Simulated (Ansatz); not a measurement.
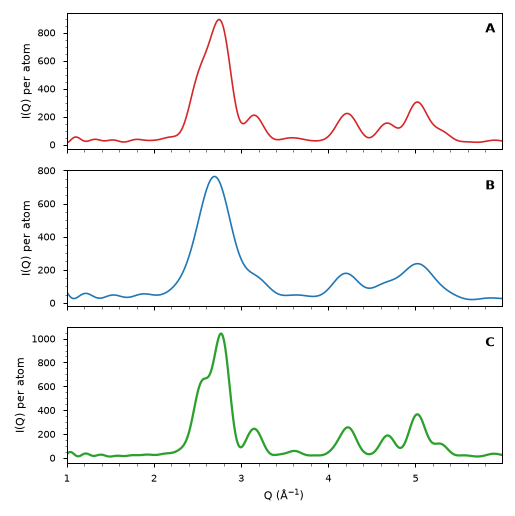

X-ray scattering of spheres cut from the crystal structure of Ti (P6_3/mmc, a = 2.956 Å, b = 2.956 Å, c = 9.459 Å, α = 90.00°, β = 90.00°, γ = 120.00°), calculated atom by atom with the Debye equation (B = 0.5 Å², no relaxation of the surface). It is based on the input geometry of an electronic-structure calculation (not necessarily at equilibrium); the starting structure was generated, so it need not be a known form of this composition.

> The spheres are 20, 28 and 36 Å across. Which curve is which?

curve A: 28 Å (653 atoms); curve B: 20 Å (239 atoms); curve C: 36 Å (1363 atoms). Peak widths go roughly as 2π/D, so the largest sphere has the sharpest peaks.

> Index the main peaks of the largest sphere.

Q ≈ 2.77 Å⁻¹: 102; Q ≈ 3.15 Å⁻¹: 103; Q ≈ 4.22 Å⁻¹: 105 + 110; Q ≈ 4.68 Å⁻¹: 106; Q ≈ 5.02 Å⁻¹: 114 + 202.
